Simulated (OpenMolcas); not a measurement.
# AlNH3OF (SMILES [NH2][Al]([OH])[F]) at 6 levels

We compute a comparison of 6 runs (B3LYP/6-31G*, M06-2X/cc-pVDZ, M06-L/cc-pVDZ, SVWN5/cc-pVDZ, r2SCAN/cc-pVDZ, revPBE/cc-pVDZ) of AlNH3OF. 

Program for the calculation: OpenMolcas 26.06.

### 1 The structure to begin with

AlNH3OF has 7 atoms, charge 0, and is taken as a singlet. As SMILES, `[NH2][Al]([OH])[F]`. The shape is that of a PBE0-D4/def2-TZVP optimisation. This is one conformer, not always the lowest.

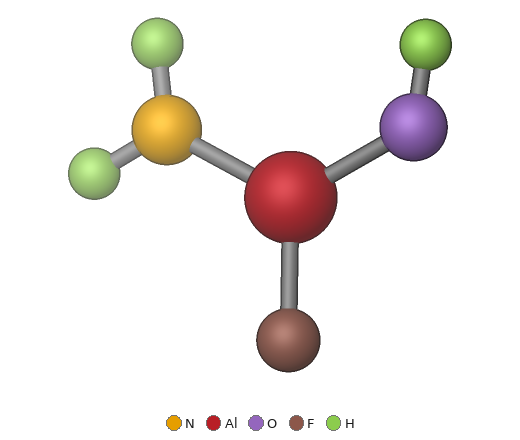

Viewed from a chosen angle; nitrogen amber, aluminium red, oxygen purple, fluorine brown, hydrogen green.

### 2 Energy and forces at B3LYP/6-31G(d) (spherical functions) (run 1)

test.inp

```
* AlFH3NO Kohn-Sham DFT

&GATEWAY
  BasLib=$CurrDir
  Coord
  7
  angstrom
  N       -0.569800       0.926800      -0.530800
  Al      -0.133300      -0.630000       0.151800
  O        1.368400      -1.004200       0.819000
  F       -1.265600      -1.822100       0.146500
  H       -1.473200       1.130200      -0.925100
  H        0.029600       1.732300      -0.586700
  H        2.105200      -0.401000       0.879500
  Basis=6-31Gs
  Group=NoSym

&SEWARD
  GridInput
  Grid=UltraFine
  End of Grid

&SCF
  KSDFT=B3LYP
  Thresholds=1e-10 1e-07 1e-07 1e-05
  PrOrbitals=1

&ALASKA
```

The basis set 6-31G* is read from a file made from the Basis Set Exchange's data (not shown).

On the command line:

```console
export MOLCAS_MEM=1860
pymolcas test.inp > test.log
```

The log of the run:

```text
--- Start Module: gateway ---
[...]
--- Stop Module: gateway /rc=_RC_ALL_IS_WELL_ ---
[...]
      Basis functions           66
[...]
--- Start Module: scf ---
[...]
       Convergence after  15 Iterations
[...]
::    Total KS-DFT energy                            -474.2025107249
[...]
      Total spin, S                                     0.0000000000
[...]
      Total electronic charge=   40.000000
      Total            charge=   -0.000000
[...]
      Dipole Moment (debye):
      Origin of the operator (angstrom)=   -0.1654   -0.6610    0.1507
                   X=  1.1246E+00               Y=  3.2582E+00               Z= -6.9747E-01           Total=  3.5167E+00
      Quadrupole Moment (debye*angstrom):
[...]
--- Stop Module: scf /rc=_RC_ALL_IS_WELL_ ---
[...]
--- Start Module: alaska ---
[...]
 *              Molecular gradients               *
 **************************************************
  Irreducible representation: a
 ------------------------------------------------------------------------------------------
                              X                       Y                       Z
 ------------------------------------------------------------------------------------------
  N1                3.26876849609636E-04   -2.42110105282123E-03    9.39261360477506E-04
  AL2               3.09000651699787E-03    3.34727134734703E-04    9.94942437094304E-04
  O3               -2.65722334554752E-03    8.47661828185942E-03   -3.82296006764093E-03
  F4                4.00550958532087E-03    4.65452444800540E-03   -1.28758514943303E-04
  H5                4.52795359235392E-03   -9.99752399359455E-04    1.96839042380326E-03
  H6               -2.91550323044021E-03   -4.32698430149037E-03    4.08910115644867E-04
  H7               -6.37761996831321E-03   -5.71803211097066E-03   -3.59785754426412E-04
 ------------------------------------------------------------------------------------------
--- Stop Module: alaska /rc=_RC_ALL_IS_WELL_ ---
[...]
```

Wall time 28 s (1 thread of Intel Xeon Platinum 8259CL at 2.50GHz (Skylake/Cascade Lake), shared host); peak memory 0.41 GiB.

### 3 Energy and forces at M06-2X/cc-pVDZ (run 2)

job.input

```
&GATEWAY
BasLib=$CurrDir
Coord
7
angstrom
N       -0.569800       0.926800      -0.530800
Al      -0.133300      -0.630000       0.151800
O        1.368400      -1.004200       0.819000
F       -1.265600      -1.822100       0.146500
H       -1.473200       1.130200      -0.925100
H        0.029600       1.732300      -0.586700
H        2.105200      -0.401000       0.879500
Basis=cc-pVDZ
Group=NoSym
&SEWARD
GridInput
Grid=UltraFine
End of Grid
&SCF
KSDFT=M062X
Thresholds=1e-10 1e-07 1e-07 1e-05
PrOrbitals=1 1
&ALASKA
```

The basis set cc-pVDZ is read from a file made from the Basis Set Exchange's data (not shown).

On the command line:

```console
export MOLCAS_MEM=1860
pymolcas job.input > job.log
```

The log of the run:

```text
--- Start Module: gateway ---
[...]
--- Stop Module: gateway /rc=_RC_ALL_IS_WELL_ ---
[...]
      Basis functions           75
[...]
--- Start Module: scf ---
[...]
       Convergence after  14 Iterations
[...]
::    Total KS-DFT energy                            -474.1154995191
[...]
      Total spin, S                                     0.0000000000
[...]
      Total electronic charge=   40.000000
      Total            charge=   -0.000000
[...]
      Dipole Moment (debye):
      Origin of the operator (angstrom)=   -0.1654   -0.6610    0.1507
                   X=  1.2404E+00               Y=  3.3820E+00               Z= -6.9745E-01           Total=  3.6692E+00
      Quadrupole Moment (debye*angstrom):
[...]
--- Stop Module: scf /rc=_RC_ALL_IS_WELL_ ---
[...]
--- Start Module: alaska ---
[...]
 *              Molecular gradients               *
 **************************************************
  Irreducible representation: a
 ------------------------------------------------------------------------------------------
                              X                       Y                       Z
 ------------------------------------------------------------------------------------------
  N1               -4.23725918926143E-04    2.53279708682896E-03   -1.00372673314242E-03
  AL2              -3.40229327124719E-03   -1.57046431602268E-02    4.07147230794269E-03
  O3               -8.86233639007727E-03    8.32750368768043E-03   -5.99979353997249E-03
  F4                1.55931381555572E-02    1.64103862597536E-02    7.42077106438421E-05
  H5                6.48489280843023E-03   -1.48868199260455E-03    2.83853050867577E-03
  H6               -4.19842660567316E-03   -5.83985746149196E-03    4.58270088169455E-04
  H7               -5.19124877807808E-03   -4.23750441989768E-03   -4.38960342337369E-04
 ------------------------------------------------------------------------------------------
--- Stop Module: alaska /rc=_RC_ALL_IS_WELL_ ---
[...]
```

Run time: 39 s. Hardware: 1 thread of Intel Xeon Platinum 8259CL at 2.50GHz (Skylake/Cascade Lake), shared host; peak memory 0.43 GiB.

Runs 3 to 5 aren't shown in full; the table further down has their settings and results.

### 4 Energy and forces at revPBE/cc-pVDZ (run 6)

run.input

```
* AlFH3NO Kohn-Sham DFT
&gateway
baslib=$CurrDir
coord
7
angstrom
N       -0.569800       0.926800      -0.530800
Al      -0.133300      -0.630000       0.151800
O        1.368400      -1.004200       0.819000
F       -1.265600      -1.822100       0.146500
H       -1.473200       1.130200      -0.925100
H        0.029600       1.732300      -0.586700
H        2.105200      -0.401000       0.879500
basis=cc-pVDZ
group=NoSym
&seward
gridinput
Grid=UltraFine
End of Grid
&scf
ksdft=revPBE
thresholds=1e-10 1e-07 1e-07 1e-05
prorbitals=1 1
&alaska
```

The basis set cc-pVDZ is read from a file made from the Basis Set Exchange's data (not shown).

On the command line:

```console
export MOLCAS_MEM=1860
pymolcas run.input > run.log
```

The log of the run:

```text
--- Start Module: gateway ---
[...]
--- Stop Module: gateway /rc=_RC_ALL_IS_WELL_ ---
[...]
      Basis functions           75
[...]
--- Start Module: scf ---
[...]
       Convergence after  16 Iterations
[...]
::    Total KS-DFT energy                            -474.0749571262
[...]
      Total spin, S                                     0.0000000000
[...]
      Total electronic charge=   40.000000
      Total            charge=   -0.000000
[...]
      Dipole Moment (debye):
      Origin of the operator (angstrom)=   -0.1654   -0.6610    0.1507
                   X=  1.1621E+00               Y=  3.1718E+00               Z= -6.5438E-01           Total=  3.4408E+00
      Quadrupole Moment (debye*angstrom):
[...]
--- Stop Module: scf /rc=_RC_ALL_IS_WELL_ ---
[...]
--- Start Module: alaska ---
[...]
 *              Molecular gradients               *
 **************************************************
  Irreducible representation: a
 ------------------------------------------------------------------------------------------
                              X                       Y                       Z
 ------------------------------------------------------------------------------------------
  N1                8.93285763643448E-04   -2.10336199465111E-03    1.03223278994991E-03
  AL2              -4.75835674844149E-03   -1.85028860648373E-02    4.53304664665244E-03
  O3               -1.47711566447644E-02    1.78137013713719E-02   -1.13470794558159E-02
  F4                2.63641308208111E-02    2.78993706569697E-02    7.41661180913775E-05
  H5                1.24278655803458E-02   -3.32684996091648E-03    5.60155794331463E-03
  H6               -8.04510660580915E-03   -1.14689446077900E-02    9.71990456599348E-04
  H7               -1.21106621657825E-02   -1.03110294001501E-02   -8.65914498776377E-04
 ------------------------------------------------------------------------------------------
--- Stop Module: alaska /rc=_RC_ALL_IS_WELL_ ---
[...]
```

Wall time 32 s (1 thread of Intel Xeon Platinum 8259CL at 2.50GHz (Skylake/Cascade Lake), shared host); peak memory 0.43 GiB.

### 5 All runs side by side

```tsv
run	level	energy (Eh)	dipole moment (D)	HOMO energy (eV)	LUMO energy (eV)	wall time
1	B3LYP/6-31G* (spherical functions)	-474.202511	3.52	-7.03	-0.41	28 s
2	M06-2X/cc-pVDZ	-474.115500	3.67	-8.91	0.64	39 s
3	M06-L/cc-pVDZ	-474.187571	3.51	-6.21	-0.30	39 s
4	SVWN5/cc-pVDZ	-471.526240	3.60	-6.07	-1.12	22 s
5	r2SCAN/cc-pVDZ	-474.083256	3.56	-6.29	-0.44	39 s
6	revPBE/cc-pVDZ	-474.074957	3.44	-5.89	-0.88	32 s
```

### 6 Results

| quantity | value |
| --- | --- |
| run 6: total energy | -474.07496 Eh |
| run 6: dipole moment | 3.44 D |
| run 6: HOMO energy | -5.89 eV |
| run 6: LUMO energy | -0.88 eV |
| run 6: HOMO–LUMO gap | 5.01 eV |
| run 6: largest force on an atom | 1.974 eV/Å |

In words: The dipole moment (its size) runs from 3.44 D (revPBE/cc-pVDZ) to 3.67 D (M06-2X/cc-pVDZ). The HOMO–LUMO gap runs from 4.95 eV (SVWN5/cc-pVDZ) to 9.55 eV (M06-2X/cc-pVDZ). Totals of different functionals can't be ranked against each other. All runs together took 3.3 min, the longest 39 s.
